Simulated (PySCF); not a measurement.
# Two runs on C5H15PSi

System: C5H15PSi.
Method of the first run: GIAO PBE0/pcSseg-1 NMR shielding, non-relativistic, IEF-PCM water (PySCF 2.14.0).

The geometry comes from this level: PBE0-D3(BJ)/def2-SVP. Text and figures count atoms from 1; the logs count them from 0 in places.

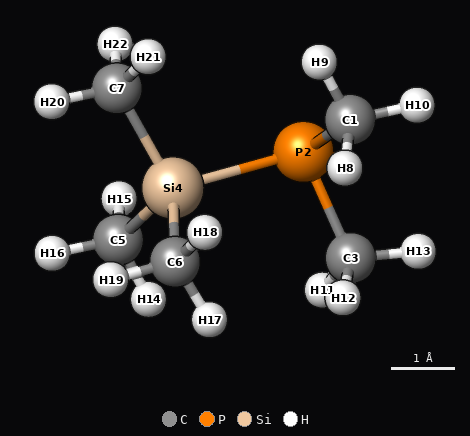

**Figure 1.** The structure as given in the input (ball-and-stick view, seen at a tilt; atoms are numbered from 1 in the order of the input). Bond lengths as drawn: C–H 1.10 Å, C–P 1.86 Å, C–Si 1.88 to 1.89 Å and P–Si 2.27 Å.

Input file, the first run:
```
{"job": {"kind": "nmr", "xc": "PBE0", "basis": "pcSseg-1", "solvent": "water", "pop": false}, "charge": 0, "multiplicity": 1}
C     -1.696235     1.736502     0.514019
P     -1.435891    -0.079057     0.833608
C     -2.255427    -0.792802    -0.677162
Si     0.740855    -0.265413     0.217068
C      1.164224    -2.100468     0.192734
C      1.075758     0.488961    -1.479712
C      1.772094     0.622010     1.519584
H     -1.424398     2.044313    -0.508314
H     -1.102040     2.324188     1.229995
H     -2.755638     1.984344     0.682426
H     -2.069871    -1.876834    -0.716043
H     -1.912524    -0.339770    -1.621113
H     -3.343979    -0.647645    -0.597510
H      0.598732    -2.631049    -0.589479
H      0.925997    -2.569746     1.159989
H      2.237229    -2.252750    -0.006592
H      0.458373     0.018153    -2.260700
H      0.870284     1.570712    -1.488012
H      2.132397     0.346977    -1.760391
H      2.847310     0.523833     1.297787
H      1.534921     1.696807     1.557042
H      1.589577     0.198433     2.519372
```

The first line tells a small driver script what to run in PySCF; the rest is the geometry in Å.

Command:
```bash
OMP_NUM_THREADS=1 python <driver script> task.json out
```

Hardware: 1 CPU thread, shared host.

Output (the first run):
```
coarse grid: 17984 points
cycle   1  E = -829.7846625745  dE =  1.211e-01  |g| = 5.635e-01  |ddm| = 3.998e+00
cycle   2  E = -829.7702096982  dE =  1.445e-02  |g| = 6.100e-01  |ddm| = 9.368e-01
cycle   3  E = -829.8668131213  dE = -9.660e-02  |g| = 2.768e-02  |ddm| = 4.873e-01
cycle   4  E = -829.8669969755  dE = -1.839e-04  |g| = 1.530e-02  |ddm| = 6.407e-02
cycle   5  E = -829.8670563196  dE = -5.934e-05  |g| = 2.486e-03  |ddm| = 2.080e-02
cycle   6  E = -829.8670575890  dE = -1.269e-06  |g| = 9.499e-04  |ddm| = 3.784e-03
final grid: 160472 points
cycle   7  E = -829.9081150803  dE = -3.435e-05  |g| = 9.654e-03  |ddm| = 3.134e-02
cycle   8  E = -829.9081072984  dE =  7.782e-06  |g| = 1.117e-02  |ddm| = 1.605e-02
cycle   9  E = -829.9081389361  dE = -3.164e-05  |g| = 2.664e-04  |ddm| = 8.699e-03
cycle  10  E = -829.9081389474  dE = -1.122e-08  |g| = 1.231e-04  |ddm| = 4.117e-04
cycle  11  E = -829.9081389510  dE = -3.638e-09  |g| = 3.766e-05  |ddm| = 1.519e-04
cycle  12  E = -829.9081389513  dE = -3.520e-10  |g| = 5.796e-06  |ddm| = 4.126e-05
converged SCF energy = -829.9081389513

GIAO shielding tensors (ppm)
atom      isotropic    diamagn.    paramagn.     s11        s22        s33       span
  0 C      177.119     254.461     -77.342    164.416    178.952    187.990     23.574
  1 P      466.977     970.582    -503.605    406.473    475.274    519.185    112.712
  2 C      177.208     254.337     -77.129    164.376    179.158    188.091     23.715
  3 Si     345.119     882.589    -537.469    330.499    342.586    362.274     31.775
  4 C      187.230     255.901     -68.671    182.246    186.709    192.735     10.489
  5 C      192.310     256.827     -64.517    186.640    193.666    196.623      9.984
  6 C      187.230     255.851     -68.621    182.372    186.544    192.773     10.401
  7 H       30.238      32.935      -2.697     24.972     29.821     35.920     10.948
  8 H       30.408      32.013      -1.605     24.972     28.544     37.709     12.737
  9 H       30.114      30.040       0.074     24.884     27.041     38.418     13.534
 10 H       30.415      31.900      -1.485     25.060     28.353     37.832     12.772
 11 H       30.188      32.912      -2.725     24.812     29.878     35.872     11.060
 12 H       30.136      30.023       0.113     24.943     27.067     38.398     13.456
 13 H       31.052      32.304      -1.253     26.150     29.709     37.296     11.147
 14 H       31.252      31.398      -0.147     26.793     28.685     38.278     11.485
 15 H       31.074      30.426       0.647     26.452     28.226     38.543     12.091
 16 H       31.025      32.794      -1.768     25.914     29.555     37.608     11.694
 17 H       31.084      32.753      -1.670     26.100     29.427     37.725     11.625
 18 H       31.213      31.074       0.139     26.615     28.357     38.666     12.051
 19 H       31.073      30.421       0.651     26.450     28.251     38.517     12.067
 20 H       31.042      32.277      -1.234     26.064     29.752     37.311     11.247
 21 H       31.254      31.322      -0.068     26.832     28.606     38.325     11.493
```

The input of the second run differs as follows (lines with − go, lines with + come):
```diff
-"solvent": "water"
-"pop": false
+"solvent": "acetone"
+"pop": true
```

What does this change do to the results?

The total energy of the second run is 0.23 kcal/mol higher: the change of the electrostatic solvation energy at this fixed geometry, without cavity or dispersion terms. The dipole moment goes from 2.21 to 2.14 D. Of all shieldings, the largest change is that of P2, by −0.3 ppm. The number of SCF iterations is the same.

Output (the second run):
```
coarse grid: 17984 points
cycle   1  E = -829.7842125602  dE =  1.215e-01  |g| = 5.638e-01  |ddm| = 3.998e+00
cycle   2  E = -829.7695932612  dE =  1.462e-02  |g| = 6.107e-01  |ddm| = 9.370e-01
cycle   3  E = -829.8664309213  dE = -9.684e-02  |g| = 2.797e-02  |ddm| = 4.888e-01
cycle   4  E = -829.8666189678  dE = -1.880e-04  |g| = 1.539e-02  |ddm| = 6.448e-02
cycle   5  E = -829.8666792147  dE = -6.025e-05  |g| = 2.512e-03  |ddm| = 2.096e-02
cycle   6  E = -829.8666804979  dE = -1.283e-06  |g| = 9.487e-04  |ddm| = 3.681e-03
final grid: 160472 points
cycle   7  E = -829.9077410234  dE = -3.434e-05  |g| = 9.660e-03  |ddm| = 3.136e-02
cycle   8  E = -829.9077331545  dE =  7.869e-06  |g| = 1.119e-02  |ddm| = 1.608e-02
cycle   9  E = -829.9077649021  dE = -3.175e-05  |g| = 2.700e-04  |ddm| = 8.736e-03
cycle  10  E = -829.9077649139  dE = -1.179e-08  |g| = 1.243e-04  |ddm| = 4.224e-04
cycle  11  E = -829.9077649176  dE = -3.715e-09  |g| = 3.782e-05  |ddm| = 1.539e-04
cycle  12  E = -829.9077649179  dE = -3.561e-10  |g| = 5.974e-06  |ddm| = 4.117e-05
converged SCF energy = -829.9077649179

GIAO shielding tensors (ppm)
atom      isotropic    diamagn.    paramagn.     s11        s22        s33       span
  0 C      177.044     254.462     -77.418    164.352    178.871    187.909     23.557
  1 P      466.695     970.527    -503.832    406.382    475.010    518.692    112.310
  2 C      177.132     254.338     -77.205    164.307    179.079    188.010     23.702
  3 Si     345.239     882.588    -537.349    330.747    342.736    362.235     31.488
  4 C      187.192     255.871     -68.679    182.226    186.672    192.677     10.451
  5 C      192.296     256.814     -64.518    186.569    193.734    196.585     10.016
  6 C      187.190     255.820     -68.630    182.352    186.505    192.713     10.361
  7 H       30.258      32.952      -2.694     24.998     29.848     35.928     10.930
  8 H       30.414      32.020      -1.606     24.987     28.552     37.704     12.717
  9 H       30.114      30.039       0.074     24.891     27.039     38.411     13.520
 10 H       30.420      31.906      -1.486     25.073     28.360     37.827     12.754
 11 H       30.208      32.930      -2.722     24.839     29.906     35.880     11.042
 12 H       30.136      30.023       0.113     24.951     27.066     38.392     13.441
 13 H       31.063      32.307      -1.244     26.163     29.722     37.304     11.140
 14 H       31.240      31.386      -0.146     26.780     28.669     38.272     11.491
 15 H       31.081      30.428       0.654     26.464     28.236     38.545     12.081
 16 H       31.038      32.801      -1.763     25.932     29.568     37.615     11.684
 17 H       31.097      32.760      -1.663     26.118     29.439     37.733     11.615
 18 H       31.219      31.078       0.141     26.626     28.365     38.665     12.039
 19 H       31.081      30.423       0.658     26.463     28.261     38.518     12.056
 20 H       31.054      32.279      -1.226     26.078     29.765     37.319     11.241
 21 H       31.242      31.310      -0.067     26.819     28.590     38.318     11.499
```

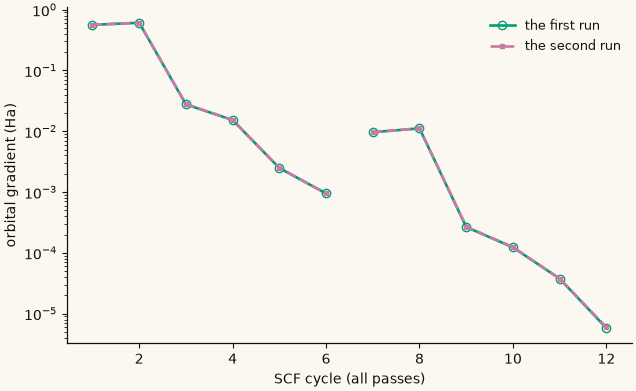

**Figure 2.** Convergence of the two runs: orbital gradient against the SCF cycle. A break in a curve parts two SCF passes (coarse and final grid). The first run takes 12 cycles in all, and the second run takes 12.

The two runs side by side:

| quantity | the first run | the second run |
| --- | --- | --- |
| outcome | converged | converged |
| total energy (hartree) | −829.908139 | −829.907765 |
| HOMO (eV) | −6.27 | −6.26 |
| LUMO (eV) | 1.00 | 1.00 |
| dipole moment (D) | 2.21 | 2.14 |
| shielding of C1 (ppm) | 177.1 | 177.0 |
| shielding of P2 (ppm) | 467.0 | 466.7 |
| shielding of C3 (ppm) | 177.2 | 177.1 |
| shielding of Si4 (ppm) | 345.1 | 345.2 |
| shielding of C5 (ppm) | 187.2 | 187.2 |
| shielding of C7 (ppm) | 187.2 | 187.2 |
| shielding of H12 (ppm) | 30.2 | 30.2 |
| SCF iterations | 12 | 12 |
| basis functions | 208 | 208 |
| wall time (shared host) | 36 s | 38 s |
